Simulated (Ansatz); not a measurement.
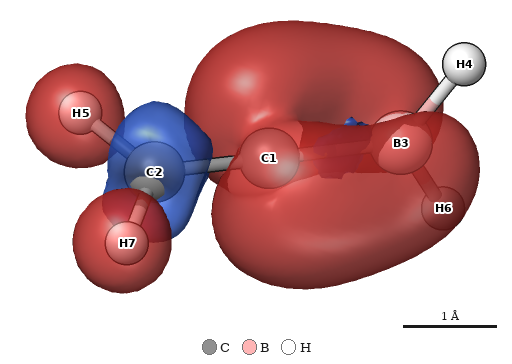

Figure. C$_{2}$H$_{4}$B (doublet). Isosurfaces of the spin density at +0.02 (red) and −0.02 e/Å³ (blue), seen at a tilt.

Geometry: PBE0-D3(BJ)/def2-SVP.

Theory: Ansatz 0.2.0, isolated molecule in a Gaussian basis; Kohn-Sham density functional theory, functional PBE0.

| atom | x (Å) | y (Å) | z (Å) |
| --- | --- | --- | --- |
| C | -1.0515 | -0.2573 | -0.4820 |
| C | -1.3681 | 0.7248 | -1.2766 |
| B | -0.6887 | -1.3823 | 0.4282 |
| H | 0.4112 | -1.4178 | 0.9276 |
| H | -1.0824 | 0.7239 | -2.3378 |
| H | -1.4972 | -2.2501 | 0.6595 |
| H | -1.9346 | 1.5964 | -0.9198 |

**Where is the unpaired spin?**

The unpaired spin (1 electron) lies mostly on C1 (about 0.6) and B3 (about 0.3), in electrons by Hirshfeld's partition.
